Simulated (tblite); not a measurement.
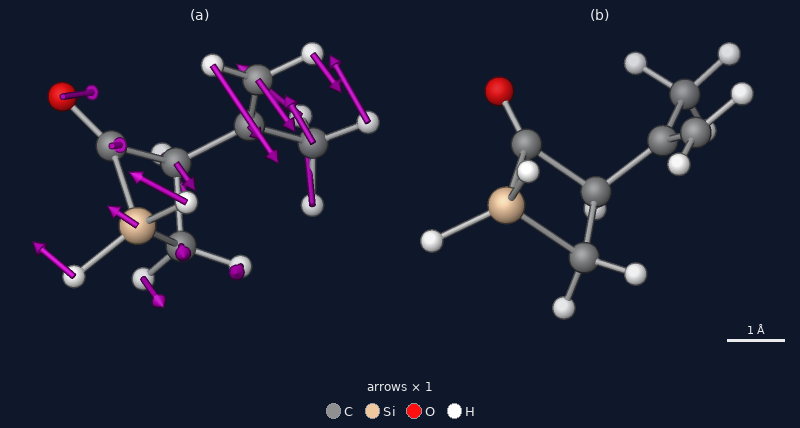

The structure of C6H10OSi before (left) and after (right) a relaxation, at one scale. The purple arrows give the displacements, at their true length.

A ball-and-stick model, seen from a free direction.

Level of theory: GFN2-xTB geometry optimisation, gas phase in tblite 0.8.0. 

What changed between the two?

Over 199 geometry steps the energy falls by 0.503 eV. The largest move after the best rigid fit is that of an H atom, 2.12 Å. By element the largest moves are H 2.12 Å, O 1.22 Å, C 1.15 Å, Si 0.66 Å. Among the contacts that change: C–Si 1.854 → 1.934 Å, C–C 1.493 → 1.534 Å, C–O 1.228 → 1.201 Å, C–C 1.519 → 1.543 Å. Bond angles that change, for instance: C–C–C 116.2° → 105.1°, H–C–H 115.4° → 106.8°, C–C–C 108.8° → 117.1°. Groups turn about C–C by about 85°. The run took 4.7 s on 1 thread of Intel(R) Xeon(R) Processor @ 2.50GHz (shared host).
